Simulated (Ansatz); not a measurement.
**BFH3OSi (charge −1): density, localisation and related maps**

Input file:

```
crystal:
  periodic: [false, false, false]
  atoms:
    - {symbol: B, position_ang: [-0.986892, 1.127904, 0.357006]}
    - {symbol: Si, position_ang: [0.633210, -0.791950, -0.875839]}
    - {symbol: O, position_ang: [0.125230, 0.798735, -0.270206]}
    - {symbol: F, position_ang: [1.307637, -0.228935, -2.303729]}
    - {symbol: H, position_ang: [-1.866244, 0.321675, 0.594427]}
    - {symbol: H, position_ang: [-1.145859, 2.283433, 0.714088]}
    - {symbol: H, position_ang: [1.956853, -0.782152, -0.052518]}
basis:
  gaussian: {orbitals: "def2-TZVPPD.json"}
total_charge: -1
hamiltonian: {xc: pbe0, dispersion: d4}
output: {orbitals: {seedname: orbitals}}
```

Launched as:

```sh
ansatz run in.yaml --threads 2 --pin off --events-out ev --progress --plain --max-ram 4352MiB
```

Geometry: PBE0-D4/def2-TZVPD.

The calculation used RKS PBE0-D4/def2-TZVPPD in Ansatz 0.2.0.

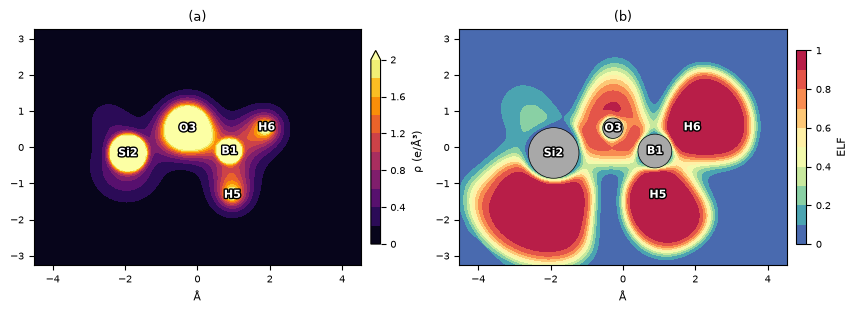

Figure 1. (a) electron density; (b) ELF on the plane of atoms H5, B1 and H6. Grey discs cover the atomic cores in the ELF map.

Interpret the plot.

The section cuts through B, Si, O and H sites.
B–O (1.32 Å): ρ is about 2.3 e/Å³ halfway; the ELF peaks at about 0.90 between the atoms: a polar covalent bond.
Si–O (1.78 Å): ρ is about 0.87 e/Å³ halfway; the ELF peaks at about 0.90 between the atoms, as expected for a shared but strongly polarised pair.
B–H (1.22 Å): the density is about 1.2 e/Å³ at the midpoint; the ELF climbs to about 1 towards the hydrogen, as it does in any bond to H; a covalent bond by its length.
The ELF also peaks beside Si2 and O3, away from the bonds: lone-pair regions.

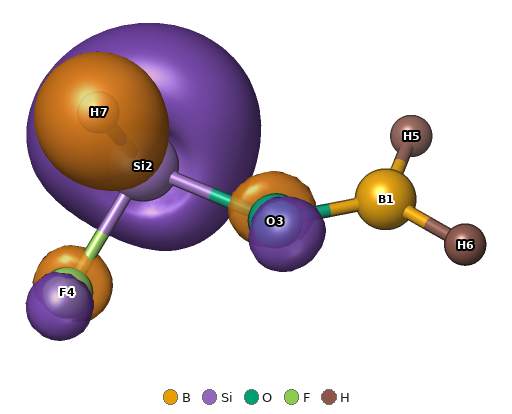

Figure 2. The HOMO at ±0.15 Å⁻³ᐟ² (orange and purple are the two phases), seen across its widest extent.

Describe this orbital and give its energy.

By Hirshfeld shares it lies mainly on Si2 (about 70 %), H7 (about 15 %) and O3 (about 5 %). Its energy is −0.29 eV.

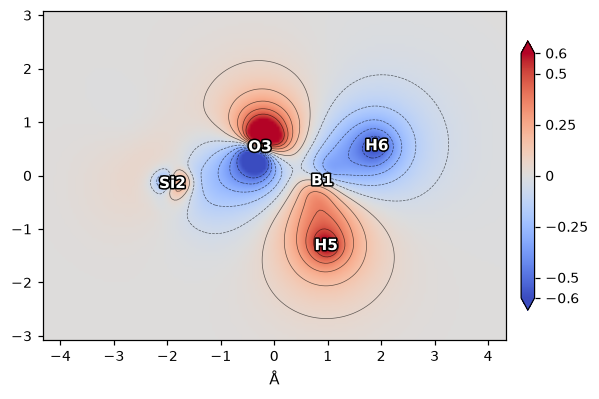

Figure 3. The HOMO−1 on the plane of atoms O3, B1 and H5 (values in Å⁻³ᐟ²; the overall sign is arbitrary).

Describe this orbital and give its energy.

It lies mainly on O3 (about 30 %), B1 (about 20 %), H5 (about 15 %), H6 (about 15 %), Si2 (about 10 %) and H7 (about 5 %). Its energy is −3.54 eV.
